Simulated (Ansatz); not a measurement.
**Run report: GeH$_{4}$F$_{2}$, geometry relaxation**

- system: GeH$_{4}$F$_{2}$
- method: RKS PBE/def2-SVP (Ansatz 0.2.0)

The input holds or restrains some coordinates. It belongs to a series of runs on one base structure; here: pulled along the bonds that form and break, towards end A. Figures and captions count atoms from 1; the log counts them from 0 in places.

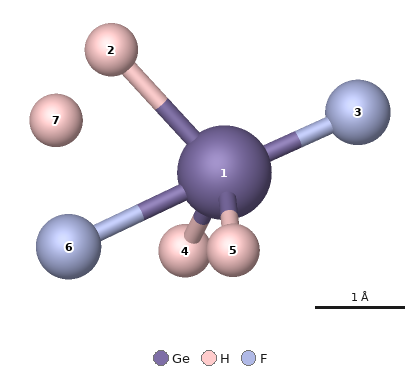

The starting structure (ball-and-stick view, seen at a tilt; atoms are numbered from 1 in the order of the input). Sticks mark near contacts. Bond lengths as drawn: F–Ge 1.68 to 1.98 Å and Ge–H 1.55 to 1.90 Å.

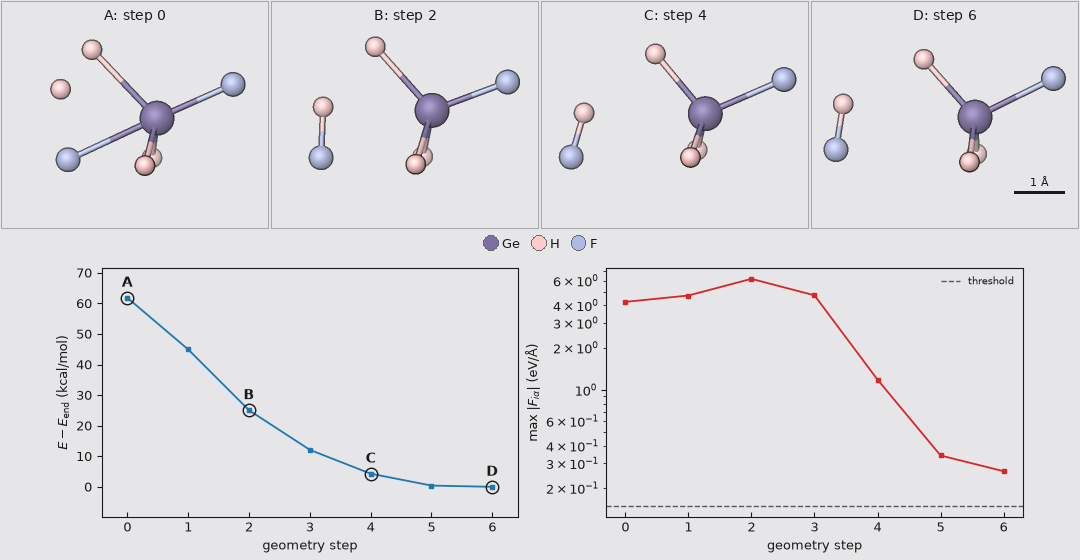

Frames of the restrained relaxation (ball-and-stick view, seen at a tilt) above the curves, on which the letters mark them (the first geometry is step 0 here and step 1 in the log).

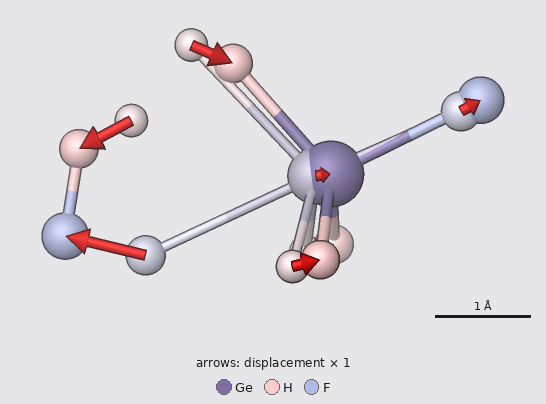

Start (faint) and end (solid) with the displacements as red arrows, at true length (ball-and-stick view, seen at a tilt). The two geometries are laid on each other by the best rigid fit. The largest move after the best rigid fit is that of F6, 0.87 Å. Largest moves by element: F 0.87 Å, H 0.63 Å, Ge 0.16 Å. Distances before and after: Ge1–F6 1.980 → 2.878 Å, F6–H7 1.429 → 0.932 Å, Ge1–H2 1.900 → 1.553 Å, Ge1–F3 1.680 → 1.764 Å. New bonds form: F6–H7 (1.43 → 0.93 Å). Bonds break: Ge1–F6 (1.98 → 2.88 Å). Among the angles that change: H4–Ge1–H5 109.5° → 115.4°, H2–Ge1–F3 109.4° → 105.2°, H2–Ge1–H4 109.5° → 112.5°. After 6 geometry steps the energy has fallen by 61.8 kcal/mol. Largest force component: 4.2 eV/Å at the start, 0.26 eV/Å at the end. (Atoms are counted from 1 in the order of the input.)

The input and output of the run follow.

## Input
```yaml
crystal:
  periodic: [false, false, false]
  atoms:
    - { symbol: Ge, position_ang: [0.0, 0.0, 0.0] }
    - { symbol: H, position_ang: [0.0, 0.0, 1.9] }
    - { symbol: F, position_ang: [1.5842, 0.0, -0.5594] }
    - { symbol: H, position_ang: [-0.73, 1.2648, -0.5162] }
    - { symbol: H, position_ang: [-0.73, -1.2648, -0.5162] }
    - { symbol: F, position_ang: [-1.879, 0.0, 0.6243] }
    - { symbol: H, position_ang: [-1.0089, 0.0, 1.7574] }
basis:
  gaussian: { orbitals: def2-SVP }
hamiltonian:
  xc: pbe
relax:
  f_tol: 0.15
  max_steps: 25
  restrain:
    - { distance: [0, 5], at: 2.88, k: 30.0 }
    - { distance: [6, 1], at: 1.86, k: 30.0 }
    - { distance: [0, 1], at: 1.55, k: 30.0 }
    - { distance: [6, 5], at: 0.92, k: 30.0 }
```

Launched with:
```bash
ansatz run input.yaml --threads 1 --pin off --max-ram 2048MiB --backend cpu --events-out ev --progress --plain --runs-dir out
```

## The program's output
```
The last accepted step is kept in [file] (removed where the run ends without a failure and the disk answers)
Engine: ansatz 0.2.0, aarch64-unknown-linux-gnu
Functional definition: PBE
  parameter kappa = 0.804
  parameter beta = 0.06672455060314922
  exchange = pbe_x(kappa = kappa, mu = beta*pi^2/3)
  correlation = pbe_c(beta = beta)
879 factors; their error is unknown
mean field evaluation 1: about -61985.2224 eV, gradient 5.2e1 eV
mean field evaluation 2: about -61896.9644 eV, gradient 1.9e2 eV
mean field evaluation 4: about -61989.2057 eV, gradient 1.1e1 eV
mean field evaluation 8: about -61989.4398 eV, gradient 1.8e-1 eV
mean field evaluation 16: about -61989.3850 eV, gradient 5.2e-5 eV
mean field -61989.38497646 eV, -2278.0678799705 hartree, gradient 5.2e-5 eV, S^2 0.000000; 0 other end points of the search recorded, 0 dependent functions left out
the calculation of the forces begins
reference -61989.38500557 eV, -2278.0678810405 hartree; 27, 27 occupied and 53, 53 virtual orbitals, 879 factors
relax step   1: F+E_penalty+E_count = -61989.38497646 eV  Δ(F+E_penalty+E_count) = +0.000e0 eV  max|allowed force component| = 4.235e0 eV/Å  E_restraint = 28.47919226 eV  max|allowed force component, restraints' pulls added| = 3.421e1 eV/Å  Δτ_max = 0.0000 Å  (27 SCF iters, accepted)
  distance Ge 0 - F 5 = 1.9800 Å
  distance H 6 - H 1 = 1.0189 Å
  distance Ge 0 - H 1 = 1.9000 Å
  distance H 6 - F 5 = 1.4286 Å
these checks for a lower state are left out or cut short: starts, cluster_reference, orbital_swaps, neighbouring_geometries, increment
879 factors; their error is unknown
mean field -61990.11761011 eV, -2278.0948037605 hartree, gradient 1.6e-5 eV, S^2 0.000000; 0 other end points of the search recorded, 0 dependent functions left out
the calculation of the forces begins
reference -61990.11763940 eV, -2278.0948048371 hartree; 27, 27 occupied and 53, 53 virtual orbitals, 879 factors
relax step   2: F+E_penalty+E_count = -61990.11761011 eV  Δ(F+E_penalty+E_count) = -7.326e-1 eV  max|allowed force component| = 4.701e0 eV/Å  E_restraint = 13.58821549 eV  max|allowed force component, restraints' pulls added| = 2.398e1 eV/Å  Δτ_max = 0.1950 Å  (36 SCF iters, accepted)
  distance Ge 0 - F 5 = 2.2022 Å
  distance H 6 - H 1 = 1.3298 Å
  distance Ge 0 - H 1 = 1.8158 Å
  distance H 6 - F 5 = 1.2277 Å
these checks for a lower state are left out or cut short: starts, cluster_reference, orbital_swaps, neighbouring_geometries, increment
879 factors; their error is unknown
mean field evaluation 32: about -61990.9801 eV, gradient 1.0e-5 eV
mean field -61990.98010562 eV, -2278.1264998859 hartree, gradient 1.7e-5 eV, S^2 0.000000; 0 other end points of the search recorded, 0 dependent functions left out
the calculation of the forces begins
reference -61990.98013515 eV, -2278.1265009712 hartree; 27, 27 occupied and 53, 53 virtual orbitals, 879 factors
relax step   3: F+E_penalty+E_count = -61990.98010562 eV  Δ(F+E_penalty+E_count) = -8.625e-1 eV  max|allowed force component| = 6.177e0 eV/Å  E_restraint = 4.52619327 eV  max|allowed force component, restraints' pulls added| = 1.187e1 eV/Å  Δτ_max = 0.1948 Å  (33 SCF iters, accepted)
  distance Ge 0 - F 5 = 2.4323 Å
  distance H 6 - H 1 = 1.6082 Å
  distance Ge 0 - H 1 = 1.7149 Å
  distance H 6 - F 5 = 1.0239 Å
these checks for a lower state are left out or cut short: starts, cluster_reference, orbital_swaps, neighbouring_geometries, increment
879 factors; their error is unknown
mean field -61991.54165647 eV, -2278.1471364991 hartree, gradient 5.9e-5 eV, S^2 0.000000; 0 other end points of the search recorded, 0 dependent functions left out
the calculation of the forces begins
reference -61991.54168533 eV, -2278.1471375597 hartree; 27, 27 occupied and 53, 53 virtual orbitals, 879 factors
relax step   4: F+E_penalty+E_count = -61991.54165647 eV  Δ(F+E_penalty+E_count) = -5.616e-1 eV  max|allowed force component| = 4.716e0 eV/Å  E_restraint = 0.72168635 eV  max|allowed force component, restraints' pulls added| = 6.452e0 eV/Å  Δτ_max = 0.1963 Å  (31 SCF iters, accepted)
  distance Ge 0 - F 5 = 2.6747 Å
  distance H 6 - H 1 = 1.8083 Å
  distance Ge 0 - H 1 = 1.6070 Å
  distance H 6 - F 5 = 0.9261 Å
these checks for a lower state are left out or cut short: starts, cluster_reference, orbital_swaps, neighbouring_geometries, increment
879 factors; their error is unknown
mean field -61991.87997949 eV, -2278.1595696406 hartree, gradient 5.3e-5 eV, S^2 0.000000; 0 other end points of the search recorded, 0 dependent functions left out
the calculation of the forces begins
reference -61991.88000794 eV, -2278.1595706862 hartree; 27, 27 occupied and 53, 53 virtual orbitals, 879 factors
relax step   5: F+E_penalty+E_count = -61991.87997949 eV  Δ(F+E_penalty+E_count) = -3.383e-1 eV  max|allowed force component| = 1.185e0 eV/Å  E_restraint = 0.02781127 eV  max|allowed force component, restraints' pulls added| = 1.302e0 eV/Å  Δτ_max = 0.1987 Å  (31 SCF iters, accepted)
  distance Ge 0 - F 5 = 2.8420 Å
  distance H 6 - H 1 = 1.8693 Å
  distance Ge 0 - H 1 = 1.5660 Å
  distance H 6 - F 5 = 0.9283 Å
these checks for a lower state are left out or cut short: starts, cluster_reference, orbital_swaps, neighbouring_geometries, increment
879 factors; their error is unknown
mean field -61992.04850515 eV, -2278.1657628448 hartree, gradient 1.2e-5 eV, S^2 0.000000; 0 other end points of the search recorded, 0 dependent functions left out
the calculation of the forces begins
reference -61992.04853386 eV, -2278.1657638996 hartree; 27, 27 occupied and 53, 53 virtual orbitals, 879 factors
relax step   6: F+E_penalty+E_count = -61992.04850515 eV  Δ(F+E_penalty+E_count) = -1.685e-1 eV  max|allowed force component| = 3.418e-1 eV/Å  E_restraint = 0.00505938 eV  max|allowed force component, restraints' pulls added| = 3.734e-1 eV/Å  Δτ_max = 0.2000 Å  (29 SCF iters, accepted)
  distance Ge 0 - F 5 = 2.8696 Å
  distance H 6 - H 1 = 1.8600 Å
  distance Ge 0 - H 1 = 1.5559 Å
  distance H 6 - F 5 = 0.9340 Å
these checks for a lower state are left out or cut short: starts, cluster_reference, orbital_swaps, neighbouring_geometries, increment
879 factors; their error is unknown
mean field evaluation 64: about -61992.0665 eV, gradient 4.6e-5 eV
mean field -61992.06645469 eV, -2278.1664224780 hartree, gradient 4.6e-5 eV, S^2 0.000000; 0 other end points of the search recorded, 0 dependent functions left out
the calculation of the forces begins
reference -61992.06648342 eV, -2278.1664235339 hartree; 27, 27 occupied and 53, 53 virtual orbitals, 879 factors
relax step   7: F+E_penalty+E_count = -61992.06645469 eV  Δ(F+E_penalty+E_count) = -1.795e-2 eV  max|allowed force component| = 2.641e-1 eV/Å  E_restraint = 0.00234499 eV  max|allowed force component, restraints' pulls added| = 1.452e-1 eV/Å  Δτ_max = 0.0904 Å  (25 SCF iters, accepted)
  distance Ge 0 - F 5 = 2.8784 Å
  distance H 6 - H 1 = 1.8606 Å
  distance Ge 0 - H 1 = 1.5533 Å
  distance H 6 - F 5 = 0.9319 Å
879 factors; their error is unknown
mean field -61992.06645469 eV, -2278.1664224780 hartree, gradient 4.6e-5 eV, S^2 0.000000; 1 other end points of the search recorded, 0 dependent functions left out
the calculation of the forces begins
reference -61992.06648342 eV, -2278.1664235339 hartree; 27, 27 occupied and 53, 53 virtual orbitals, 879 factors
Total energy: -61992.06648342 eV, -2278.1664235339 hartree
Atom 0 at     0.145855     0.000000    -0.079013 Å, force     0.050661     0.000000    -0.221485 eV/Å
Atom 1 at     0.153576     0.000000     1.474286 Å, force     0.046029    -0.000000     0.105310 eV/Å
Atom 2 at     1.845920    -0.000000    -0.549793 Å, force     0.048028    -0.000000     0.057645 eV/Å
Atom 3 at    -0.431998     1.304315    -0.666961 Å, force    -0.067650    -0.003348     0.031949 eV/Å
Atom 4 at    -0.431998    -1.304315    -0.666960 Å, force    -0.067650     0.003348     0.031949 eV/Å
Atom 5 at    -2.383602     0.000000     1.294640 Å, force    -0.258612     0.000000    -0.264064 eV/Å
Atom 6 at    -1.661453    -0.000000     1.883701 Å, force     0.249194    -0.000000     0.258696 eV/Å
Dipole moment:    -0.192864    -0.000000     0.289982 e Å
```

## Trajectory as extended XYZ (Å, eV, eV/Å), 7 frames, from step=1 to step=7
```
7
Properties=species:S:1:pos:R:3:forces:R:3 step=1 energy=-61989.38498
Ge    0.0000    0.0000    0.0000   -4.2348   0.0000  -0.5013
H     0.0000    0.0000    1.9000   -0.1763   0.0000  -0.4137
F     1.5842    0.0000   -0.5594    2.9365   0.0000  -0.1153
H    -0.7300    1.2648   -0.5162    1.3319   0.6875  -0.1760
H    -0.7300   -1.2648   -0.5162    1.3319  -0.6875  -0.1760
F    -1.8790    0.0000    0.6243   -1.2566   0.0000   3.1013
H    -1.0089    0.0000    1.7574    0.0674   0.0000  -1.7190
7
Properties=species:S:1:pos:R:3:forces:R:3 step=2 energy=-61990.11761
Ge    0.0801    0.0000    0.0235   -4.7009   0.0000   0.7611
H     0.1354    0.0000    1.8385   -0.1465   0.0000  -1.4012
F     1.6285    0.0000   -0.5659    3.5904   0.0000  -0.8507
H    -0.7129    1.2660   -0.5150    1.1806  -0.0420   0.1719
H    -0.7129   -1.2660   -0.5150    1.1806   0.0420   0.1719
F    -1.9980    0.0000    0.7523    0.9795   0.0000   3.9997
H    -1.1839    0.0000    1.6714   -2.0838   0.0000  -2.8527
7
Properties=species:S:1:pos:R:3:forces:R:3 step=3 energy=-61990.98011
Ge    0.1822    0.0000    0.0456   -6.1769   0.0000   1.3477
H     0.2347    0.0000    1.7596    0.1373   0.0000  -1.4454
F     1.6838    0.0000   -0.5864    4.5649   0.0000  -1.5813
H    -0.6994    1.2572   -0.5090    1.2419  -0.4856   0.3943
H    -0.6994   -1.2572   -0.5090    1.2419   0.4856   0.3943
F    -2.0998    0.0000    0.8876    1.1138   0.0000   2.5446
H    -1.3657    0.0000    1.6014   -2.1227   0.0000  -1.6541
7
Properties=species:S:1:pos:R:3:forces:R:3 step=4 energy=-61991.54166
Ge    0.2446    0.0000    0.0430   -4.7157   0.0000   0.4021
H     0.2945    0.0000    1.6493    0.1978   0.0000  -0.5941
F     1.7733    0.0000   -0.6194    2.8328   0.0000  -1.0116
H    -0.6589    1.2355   -0.4934    1.0748  -0.4092   0.3421
H    -0.6589   -1.2355   -0.4934    1.0748   0.4092   0.3421
F    -2.2457    0.0000    1.0190   -0.8617   0.0000  -0.2270
H    -1.5127    0.0000    1.5849    0.3972   0.0000   0.7464
7
Properties=species:S:1:pos:R:3:forces:R:3 step=5 energy=-61991.87998
Ge    0.1870    0.0000   -0.0440   -0.0394   0.0000   1.0812
H     0.2753    0.0000    1.5195    0.0352   0.0000   0.0176
F     1.8195    0.0000   -0.6211    0.6982   0.0000  -0.2931
H    -0.5329    1.2157   -0.4756   -0.3268   1.1848  -0.5265
H    -0.5329   -1.2157   -0.4756   -0.3268  -1.1848  -0.5265
F    -2.3890    0.0000    1.1566   -0.4826   0.0000  -0.3177
H    -1.5907    0.0000    1.6302    0.4422   0.0000   0.5649
7
Properties=species:S:1:pos:R:3:forces:R:3 step=6 energy=-61992.04850
Ge    0.1710    0.0000   -0.0863   -0.0692   0.0000   0.3418
H     0.1815    0.0000    1.4695    0.1076   0.0000   0.1240
F     1.8642    0.0000   -0.5643    0.0338   0.0000  -0.0524
H    -0.4808    1.2781   -0.5956   -0.0279   0.3339  -0.2260
H    -0.4808   -1.2781   -0.5956   -0.0279  -0.3339  -0.2260
F    -2.3740    0.0000    1.2394   -0.1948   0.0000  -0.1710
H    -1.6447    0.0000    1.8228    0.1784   0.0000   0.2095
7
Properties=species:S:1:pos:R:3:forces:R:3 step=7 energy=-61992.06646
Ge    0.1459    0.0000   -0.0790    0.0507   0.0000  -0.2215
H     0.1536    0.0000    1.4743    0.0460   0.0000   0.1053
F     1.8459    0.0000   -0.5498    0.0480   0.0000   0.0576
H    -0.4320    1.3043   -0.6670   -0.0677  -0.0033   0.0319
H    -0.4320   -1.3043   -0.6670   -0.0677   0.0033   0.0319
F    -2.3836    0.0000    1.2946   -0.2586   0.0000  -0.2641
H    -1.6615    0.0000    1.8837    0.2492   0.0000   0.2587
```

## Summary

- outcome: converged under the restraints of the input
- total energy: −61992.0665 eV
- mean-field energy: −61992.0665 eV
- largest force (length of the vector) at the end, held atoms and coordinates included: 0.370 eV/Å
- hardware: 1 thread of Arm Neoverse V1, 24 GiB of memory available, shared host
- wall time: 15 s
- peak memory: 0.14 GiB
